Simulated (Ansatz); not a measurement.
Saddle-point search of AlHBrCl₃

- system: AlHBrCl₃
- method: RKS PBE0-D4/def2-SVP (Ansatz 0.2.0)

Some settings of this run were made unusual or wrong on purpose. Figures and captions count atoms from 1; the log counts them from 0 in places.

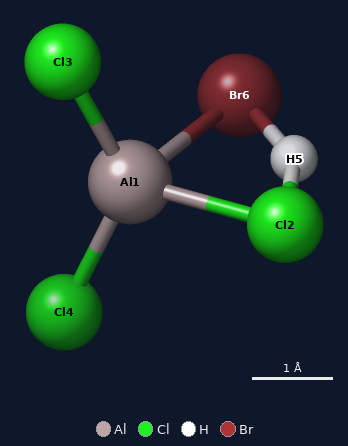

The input geometry (ball-and-stick view, seen at a tilt; atoms are numbered from 1 in the order of the input). Sticks mark near contacts.

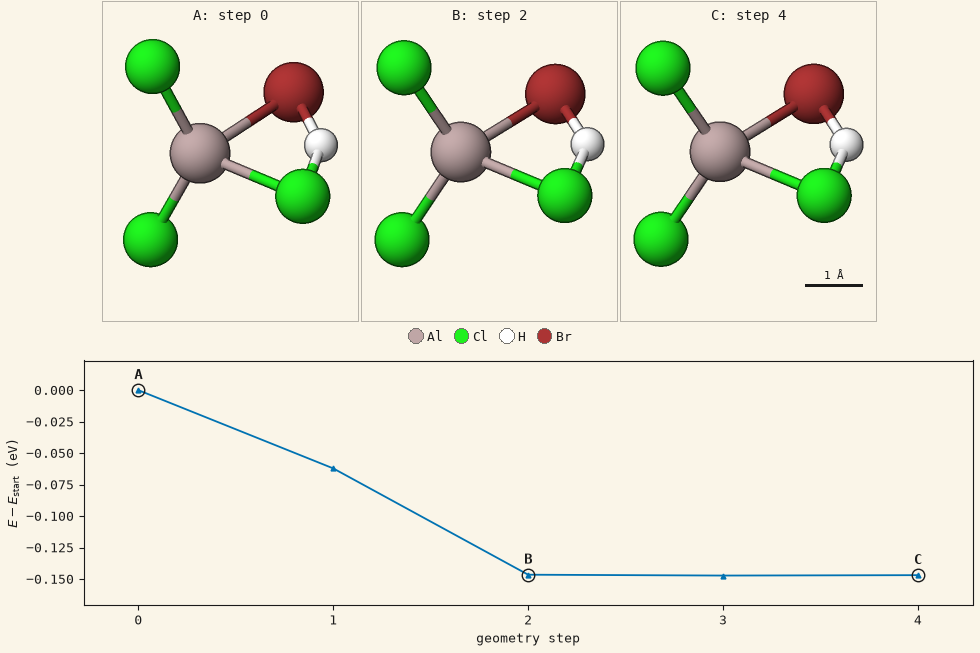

Frames of the saddle-point search (ball-and-stick view, seen at a tilt) above the curves, on which the letters mark them (the first geometry is step 0 here and step 1 in the log).

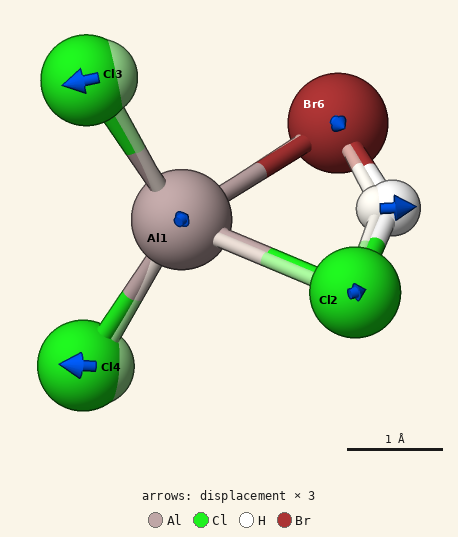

Start (faint) and end (solid) with the displacements as blue arrows, magnified 3 times (ball-and-stick view, seen at a tilt). The two geometries are laid on each other by the best rigid fit. The energy falls by 0.147 eV in 4 geometry steps. Largest force component: 1.1 eV/Å at the start, 0.0063 eV/Å at the end. The largest moves after the best rigid fit, 0.14 Å, are those of Cl3, Cl4 and H5. By element the largest moves are Cl 0.14 Å, H 0.13 Å, Br 0.07 Å, Al 0.06 Å. Distances before and after: Al1–Br6 2.527 → 2.452 Å, Al1–Cl3 2.030 → 2.088 Å, H5–Br6 1.708 → 1.671 Å, Al1–Cl2 2.230 → 2.260 Å. Among the angles that change: Cl3–Al1–Cl4 130.5° → 121.3°, Cl2–H5–Br6 152.3° → 146.0°, Al1–Br6–H5 56.9° → 62.2°. (Atoms are counted from 1 in the order of the input.)

The input and output of the run follow.

**Input file**
```yaml
crystal:
  periodic: [false, false, false]
  atoms:
    - {symbol: Al, position_ang: [-0.345800, 0.471000, -0.309900]}
    - {symbol: Cl, position_ang: [1.751300, -0.236100, -0.585700]}
    - {symbol: Cl, position_ang: [-1.503200, -0.213000, -1.830700]}
    - {symbol: Cl, position_ang: [-0.343400, 2.265300, 0.639400]}
    - {symbol: H, position_ang: [0.924000, -1.009200, 0.577900]}
    - {symbol: Br, position_ang: [-0.483000, -1.278100, 1.508900]}
basis:
  gaussian: {orbitals: def2-SVP}
hamiltonian: {xc: pbe0, dispersion: d4}
saddle:
  max_steps: 30
```

Command:
```bash
ansatz run in.yaml --threads 8 --pin off --events-out ev --progress --plain --max-ram 19148MiB
```

**Log**
```
Functional definition: PBE0
  name "PBE0"
  cite "Adamo & Barone, J. Chem. Phys. 110, 6158 (1999) doi:10.1063/1.478522"
  cite "Perdew, Burke & Ernzerhof, Phys. Rev. Lett. 77, 3865 (1996) doi:10.1103/PhysRevLett.77.3865"
  parent pbe
  parameter a = 0.25
  parameter kappa = 0.804
  parameter beta = 0.06672455060314922
  exchange = (1 - a)*pbe_x(kappa = kappa, mu = beta*pi^2/3) + a*exact_x
  correlation = pbe_c(beta = beta)
1071 factors; integrals over basis functions are off by at most 2.5e-4 eV
mean field evaluation 1: about -114186.8534 eV, gradient 1.6e1 eV
mean field evaluation 2: about -114186.9148 eV, gradient 1.5e1 eV
mean field evaluation 4: about -114187.5089 eV, gradient 4.1e-1 eV
mean field evaluation 8: about -114187.5218 eV, gradient 4.7e-2 eV
mean field -114187.52177085 eV, -4196.3140259967 hartree, gradient 7.6e-5 eV, S^2 0.000000; 0 other end points of the search recorded, 0 dependent functions left out
the calculation of the forces begins
reference -114187.52179635 eV, -4196.3140269338 hartree; 50, 50 occupied and 59, 59 virtual orbitals, 1071 factors
saddle search: the rotation starts from a random direction (saddle.seed = 0)
these checks for a lower state are left out or cut short: stability, starts, cluster_reference, orbital_swaps, neighbouring_geometries, increment
1071 factors; integrals over basis functions are off by at most 2.5e-4 eV
mean field evaluation 16: about -114187.5128 eV, gradient 5.5e-1 eV
mean field -114187.52521539 eV, -4196.3141525810 hartree, gradient 2.7e-6 eV, S^2 0.000000; 0 other end points of the search recorded, 0 dependent functions left out
[... from here on the field's lines of each further geometry are left out, up to the last ...]
saddle step   1: F+E_penalty+E_count = -114187.75441403 eV  max|allowed force component| = 1.102e0 eV/Å  curvature = -3.7681 eV/Å²  mode residual = 4.32e-2 eV/Å²  Δτ_max = 0.0000 Å  (11 rotations, 14 force calls, 200 SCF iters)  cluster: 3 rotations left out, max|force component along them| = 2.782e-8 eV/Å
saddle step   2: F+E_penalty+E_count = -114187.81655140 eV  max|allowed force component| = 7.891e-1 eV/Å  curvature = -3.3466 eV/Å²  mode residual = 2.56e-1 eV/Å²  Δτ_max = 0.0353 Å  (1 rotations, 3 force calls, 53 SCF iters)  cluster: 3 rotations left out, max|force component along them| = 2.102e-8 eV/Å
saddle step   3: F+E_penalty+E_count = -114187.90099042 eV  max|allowed force component| = 9.747e-2 eV/Å  curvature = -2.4543 eV/Å²  mode residual = 8.00e-1 eV/Å²  Δτ_max = 0.1079 Å  (1 rotations, 3 force calls, 53 SCF iters)  cluster: 3 rotations left out, max|force component along them| = 1.077e-8 eV/Å
saddle step   4: F+E_penalty+E_count = -114187.90166879 eV  max|allowed force component| = 3.730e-2 eV/Å  curvature = -2.6699 eV/Å²  mode residual = 3.65e-1 eV/Å²  Δτ_max = 0.0070 Å  (1 rotations, 6 force calls, 87 SCF iters)  cluster: 3 rotations left out, max|force component along them| = 3.286e-8 eV/Å
saddle search: the force at step 5 is within saddle.f_tol, and the search now checks the order of the point unasked, as it does wherever a lone molecule whose rigid rotations it leaves out would converge (saddle.isolated_cluster): at most 100 rotations across the mode and 202 force calls, two more next to a line or behind a second negative curvature, two more where it reads a positive, two for each turn that reads one and six more at each negative that it reads, and up to 22 at one that stands (24 where saddle.amplitude is under 0.005 Å), over each length that the point is read over (saddle.order_check: false declines the check)
saddle search: the rotation starts from a random direction (saddle.seed = 0)
the calculation of the forces begins
reference -114187.67333150 eV, -4196.3195957477 hartree; 50, 50 occupied and 59, 59 virtual orbitals, 1071 factors
1071 factors; integrals over basis functions are off by at most 2.8e-4 eV
mean field evaluation 352: about -114186.9087 eV, gradient 1.7e1 eV
mean field -114187.67331463 eV, -4196.3195951277 hartree, gradient 5.0e-6 eV, S^2 0.000000; 1 other end points of the search recorded, 0 dependent functions left out
the calculation of the forces begins
reference -114187.67334025 eV, -4196.3195960693 hartree; 50, 50 occupied and 59, 59 virtual orbitals, 1071 factors
saddle step   5: F+E_penalty+E_count = -114187.90134662 eV  max|allowed force component| = 6.318e-3 eV/Å  curvature = -2.7478 eV/Å² (error put at 0.0051; -2.7528 at half of saddle.amplitude)  mode residual = 2.79e-1 eV/Å²  Δτ_max = 0.0148 Å  (1 rotations, 30 force calls, 407 SCF iters)  order check (unasked): positive, curvature across the mode = +1.0602 eV/Å²; +0.9704 less its residual, +0.9703 less it at half of saddle.amplitude; error put at 0.0001 (22 force calls)  cluster: 3 rotations left out, max|force component along them| = 4.220e-9 eV/Å
Total energy: -114187.90137224 eV, -4196.3279760905 hartree
Atom 0 at    -0.352888     0.430192    -0.265887 Å, force    -0.002616     0.004104    -0.002302 eV/Å
Atom 1 at     1.772612    -0.285752    -0.545813 Å, force     0.004349     0.001113    -0.003244 eV/Å
Atom 2 at    -1.574069    -0.103882    -1.873735 Å, force     0.000132    -0.000765     0.001201 eV/Å
Atom 3 at    -0.427916     2.344111     0.566622 Å, force    -0.000157    -0.001557     0.000631 eV/Å
Atom 4 at     1.003643    -1.100345     0.632448 Å, force     0.004610    -0.002332     0.000122 eV/Å
Atom 5 at    -0.421481    -1.284424     1.486264 Å, force    -0.006318    -0.000563     0.003592 eV/Å
Dipole moment:     0.224921    -0.327558     0.222901 e Å
```

**Trajectory as extended XYZ (Å, eV, eV/Å), 5 frames, from step=1 to step=5**
```
6
Properties=species:S:1:pos:R:3:forces:R:3 step=1 energy=-114187.75441
Al   -0.3458    0.4710   -0.3099    0.3957  -0.8478   0.6675
Cl    1.7513   -0.2361   -0.5857    0.1371  -0.1244   0.0606
Cl   -1.5032   -0.2130   -1.8307   -0.7269  -0.1745  -0.9032
Cl   -0.3434    2.2653    0.6394   -0.1278   1.1020   0.3707
H     0.9240   -1.0092    0.5779   -0.1083  -0.2552   0.3074
Br   -0.4830   -1.2781    1.5089    0.4303   0.2999  -0.5029
6
Properties=species:S:1:pos:R:3:forces:R:3 step=2 energy=-114187.81655
Al   -0.3489    0.4687   -0.3062    0.2999  -0.6826   0.5457
Cl    1.7514   -0.2468   -0.5750    0.1451  -0.0704   0.0027
Cl   -1.5210   -0.1968   -1.8447   -0.5232  -0.0791  -0.6406
Cl   -0.3586    2.2869    0.6309   -0.1157   0.7891   0.2260
H     0.9426   -1.0343    0.5944   -0.1129  -0.1876   0.2416
Br   -0.4656   -1.2778    1.5004    0.3068   0.2306  -0.3753
6
Properties=species:S:1:pos:R:3:forces:R:3 step=3 energy=-114187.90099
Al   -0.3494    0.4364   -0.2738    0.0165   0.0310  -0.0394
Cl    1.7721   -0.2804   -0.5510   -0.0182   0.0406  -0.0323
Cl   -1.5769   -0.1112   -1.8794    0.0492   0.0379   0.0896
Cl   -0.4246    2.3497    0.5738   -0.0145  -0.0975  -0.0455
H     0.9923   -1.1062    0.6437   -0.0029  -0.0237   0.0250
Br   -0.4137   -1.2884    1.4865   -0.0300   0.0117   0.0026
6
Properties=species:S:1:pos:R:3:forces:R:3 step=4 energy=-114187.90167
Al   -0.3492    0.4354   -0.2728    0.0279  -0.0073  -0.0059
Cl    1.7704   -0.2801   -0.5504    0.0144   0.0144  -0.0214
Cl   -1.5754   -0.1060   -1.8751   -0.0003   0.0071   0.0153
Cl   -0.4275    2.3457    0.5689   -0.0099  -0.0128  -0.0045
H     0.9983   -1.1087    0.6434   -0.0373  -0.0024   0.0198
Br   -0.4168   -1.2864    1.4859    0.0053   0.0010  -0.0033
6
Properties=species:S:1:pos:R:3:forces:R:3 step=5 energy=-114187.90135
Al   -0.3529    0.4302   -0.2659   -0.0026   0.0041  -0.0023
Cl    1.7726   -0.2858   -0.5458    0.0043   0.0011  -0.0032
Cl   -1.5741   -0.1039   -1.8737    0.0001  -0.0008   0.0012
Cl   -0.4279    2.3441    0.5666   -0.0002  -0.0016   0.0006
H     1.0036   -1.1003    0.6324    0.0046  -0.0023   0.0001
Br   -0.4215   -1.2844    1.4863   -0.0063  -0.0006   0.0036
```

**Outcome**

- outcome: converged
- total energy: −114187.9014 eV
- mean-field energy: −114187.6733 eV
- dispersion energy: −0.2280 eV
- largest force (length of the vector) at the end: 0.007 eV/Å
- dipole moment: 2.19 D
- hardware: 8 threads of Arm Neoverse V1, 23 GiB of memory available, shared host
- wall time: 46 s (CPU time 5 min)
- peak memory: 0.54 GiB

This input holds a deliberate fault: no mode guess. The program still converged, but the numbers can't be taken as results for the intended system.
